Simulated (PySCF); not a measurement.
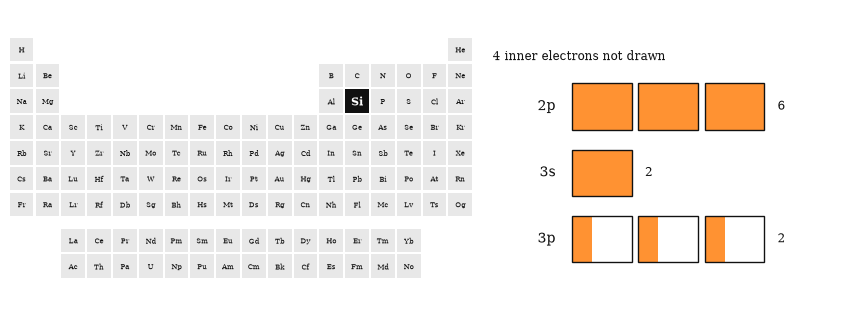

Figure 1. Left, the place of silicon in the periodic table; right, the outer shells of the nominal configuration: a box for each of the 2l + 1 orbitals, shaded by the share of the shell that is filled, with the electron count at the right.

**Atomic calculation, with input and output: Si**

System: Si, configuration 1s2 2s2 2p6 3s2 3p2, multiplicity 3.
Method: unrestricted HF, Sapporo-DZP-2012, spin-free X2C-1e, Gaussian nucleus (PySCF).

### Input
```python
from pyscf import gto, scf, dft, mp, cc
import basis_set_exchange as bse
mol = gto.M(atom="Si 0 0 0", charge=0, spin=2, symmetry="D2h",
            basis=gto.basis.parse(bse.get_basis("Sapporo-DZP-2012", elements=["Si"], fmt="nwchem", header=False)),
            nucmod="G")
mf = scf.UHF(mol).sfx2c1e()
mf.irrep_nelec = {'Ag': (3, 3), 'B1u': (2, 1), 'B2u': (2, 1), 'B3u': (1, 1)}
mf.kernel()
```

The script is an equivalent of what the driver set up; the driver computed the properties (radii, ⟨L²⟩, response) afterwards. It also set what the script leaves out: max_cycle = 5, guess = 1e. It held the occupations shell by shell, which the script's counts by irreducible representation don't always enforce.

The run was one of a batch that the task file lists, launched with:
```bash
OMP_NUM_THREADS=1 python <driver script> TASK.json OUT
```

### The program's output (extracts)
```
damping factor = 0
level_shift factor = 0
DIIS = <class 'pyscf.scf.diis.CDIIS'>
diis_start_cycle = 1
diis_space = 10
diis_damp = 0
SCF conv_tol = 1e-09
SCF conv_tol_grad = None
number electrons alpha = 8  beta = 6
irrep_nelec {'Ag': (3, 3), 'B1g': (0, 0), 'B2g': (0, 0), 'B3g': (0, 0), 'B1u': (2, 1), 'B2u': (2, 1), 'B3u': (1, 1)}
alpha HOMO (B1u) = 0.152099871240863  LUMO (B3u) = 0.154888072143896
  HOMO = 0.152099871241  LUMO = 0.154888072144  gap/eV = 0.07587
cycle= 1 E= -270.662348332121  delta_E= -15.2  |g|= 10.3  |ddm|= 9.35
alpha HOMO (B1u) = -1.05340721431145  LUMO (B3u) = -1.04968326874614

WARN: HOMO -1.05340721431145 >= LUMO -1.05720427978195

cycle= 2 E= -286.719230709614  delta_E= -16.1  |g|= 5.19  |ddm|=    5
alpha HOMO (B1u) = -0.300521136770775  LUMO (B3u) = -0.0601759687464867
  HOMO = -0.300521136771  LUMO = -0.0601759687465  gap/eV = 6.54013
cycle= 3 E= -289.307863037861  delta_E= -2.59  |g|= 0.424  |ddm|= 1.97
alpha HOMO (B1u) = -0.257237123093997  LUMO (B3u) = 0.0358715920966652
  HOMO = -0.257237123094  LUMO = 0.0358715920967  gap/eV = 7.97589
cycle= 4 E= -289.369446510545  delta_E= -0.0616  |g|= 0.0421  |ddm|= 0.639
alpha HOMO (B1u) = -0.296607733599433  LUMO (B3u) = 0.000335759287768411
  HOMO = -0.296607733599  LUMO = 0.000335759287768  gap/eV = 8.08024
cycle= 5 E= -289.370814684313  delta_E= -0.00137  |g|= 0.01  |ddm|= 0.0994
SCF not converged.
SCF energy = -289.370814684313 after 5 cycles  <S^2> = 2.013638  2S+1 = 3.0090782
```

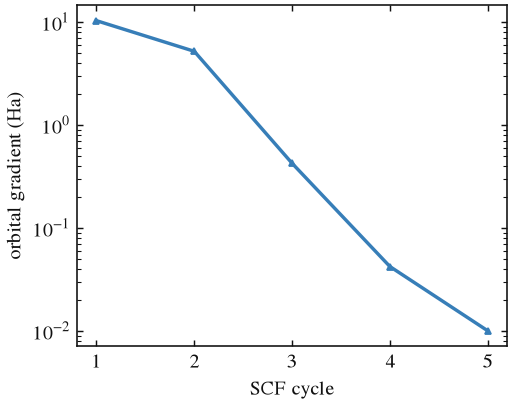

Figure 2. Convergence: orbital gradient against the SCF cycle. The residual is still falling at the last step (down to 0.01), so the run was stopped before it reached the threshold. It goes from 10 to 0.010 in 5 steps.

### What the run reported

- outcome: not converged
- total energy: −289.370815 hartree
- ⟨S²⟩: 2.014
- ⟨L²⟩: 2.04
- SCF iterations: 5
- hardware: 1 thread of Arm Neoverse N1, 77 GiB of memory available, shared host

### What went wrong

This input holds a deliberate fault: too few SCF iterations. The run did not meet its convergence test in 5 iterations, so its last values are not results.
